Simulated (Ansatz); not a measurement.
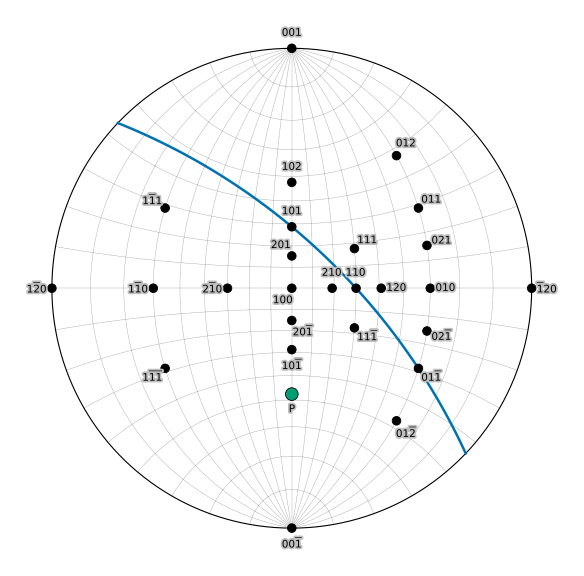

For Be, coordinates from a relaxation with Ansatz, DFT LDA, scalar-relativistic, plane waves, PAW: stereographic projection of plane normals (upper hemisphere) centred on (1 0 0). The drawing is computed from the coordinates (standard cell, symmetry found to 0.002 Å).

a = 2.226 Å, b = 2.226 Å, c = 3.517 Å, α = 90.00°, β = 90.00°, γ = 120.00°.

### Index the pole marked P.

P is (1 0 −2), in four indices (1 0 −1 −2), 47.6° from the centre.

### Which zone does the coloured great circle trace?

The zone [1 −1 −1]: its poles satisfy h − k − l = 0.

### What is the angle between the normals of (1 −2 0) and (−1 2 0), and what are their d_hkl = 1/|g|?

180.0°; d = 1.113 Å and 1.113 Å.
